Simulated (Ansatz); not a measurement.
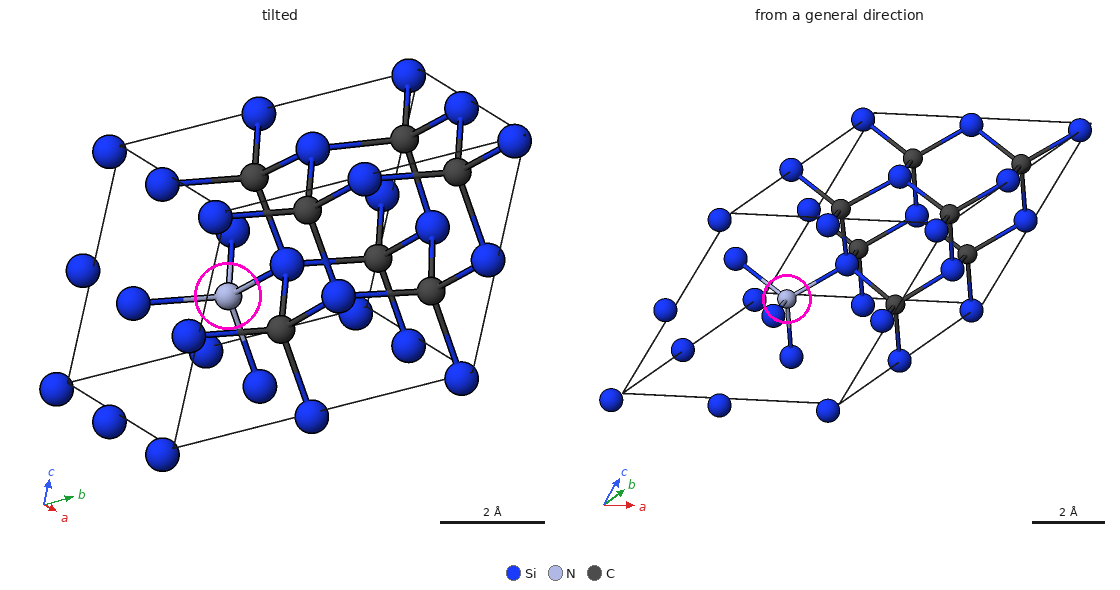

Drawn in the ball-and-stick manner and seen slightly off an axis and from a general direction. Atoms at the boundary of the supercell (the box) are drawn once for each face, edge or corner they touch. The host is SiC, in a cell of 16 sites, and the cell is neutral. A ring marks the defect's site.

Where does the cell differ from the host, and how?

Nitrogen on a carbon site (a substitutional impurity). It is bonded to four Si in a tetrahedral arrangement at about 1.9 Å.

Method used: Ansatz, DFT PBE, scalar-relativistic, plane waves, PAW. It ran with wavefunction cutoff 420 eV, k-points on a 3×3×3 grid, Gaussian smearing of 0.01 eV, collinear spins.

Does the cell have a net magnetic moment?

Yes, 0.2 μB in the cell.

The atoms were relaxed in the host's cell with DFT PBE, scalar-relativistic, plane waves, PAW in Ansatz 0.2.0.
